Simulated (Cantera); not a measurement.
Charge: 1 mol Si, 6.9 mol HBr, held at 0.0488 Torr.

Cantera equilibrium calculation (NASA polynomials, part measured and part estimated; ideal gas, pure solids and liquids). Candidate condensed phases: Br2, Si; 19 gas species. The tables' values for SiBr3, SiBr are old estimates; treat these amounts as uncertain. Kinetics and transport are ignored.

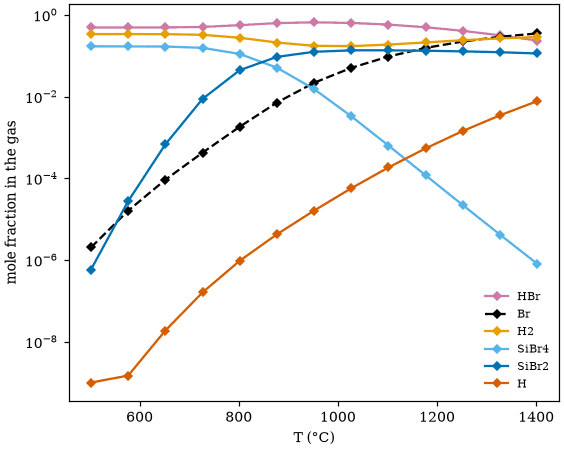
Equilibrium gas composition (values under 1e-9 drawn at 1e-9)

Question: Read off the mole fractions at 802 °C.

Answer: HBr about 0.56, H2 about 0.28, SiBr4 about 0.11, SiBr2 about 0.044, Br about 0.0018, H about 9.6e-7.
